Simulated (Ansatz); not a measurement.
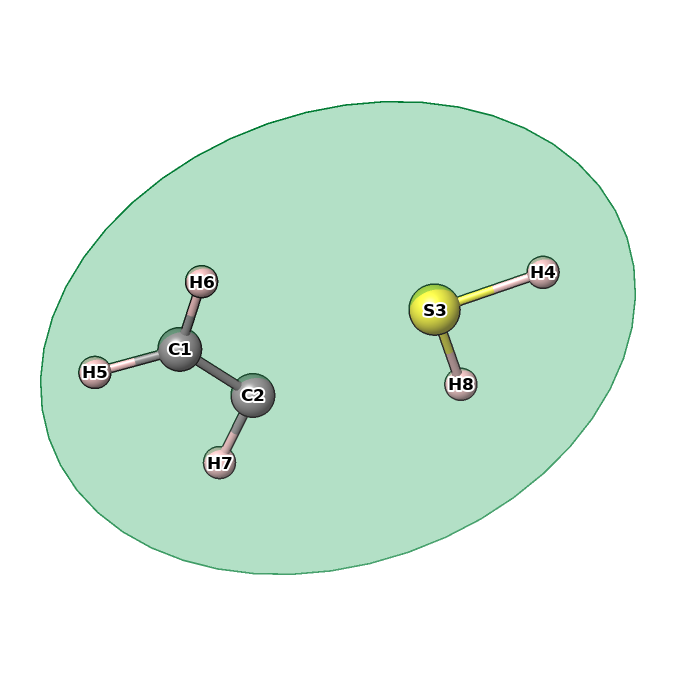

A disc through the centre of mass is drawn in. Distant atoms are faded towards the background colour. State: charge −1, singlet. The computed structure is the end point of a PBE0-D4/def2-TZVPD optimisation. No frequency run is at hand to confirm it as a minimum.

> Is the plane of the disc a mirror plane of the structure?

Yes. The reflection leaves C1, C2, S3, H4, H5, H6, H7, H8 in place. The point group is Cs.
